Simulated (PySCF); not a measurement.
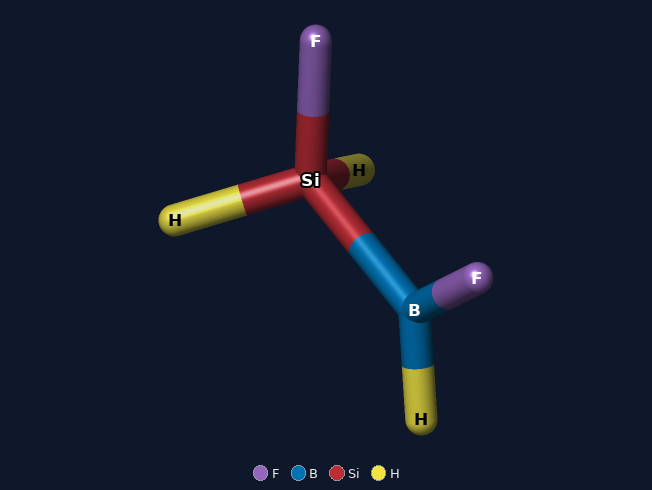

The geometry was computed by an optimisation with PBE0-D4/def2-TZVP. No frequency run is at hand to confirm it as a minimum. Properties computed with RHF-CCSD(T), frozen core/def2-TZVPP, density fitting (PySCF 2.14.0).

What does the calculation give?

The species is BF2H3Si (`FB[SiH2]F`).
- T1 diagnostic: 0.013
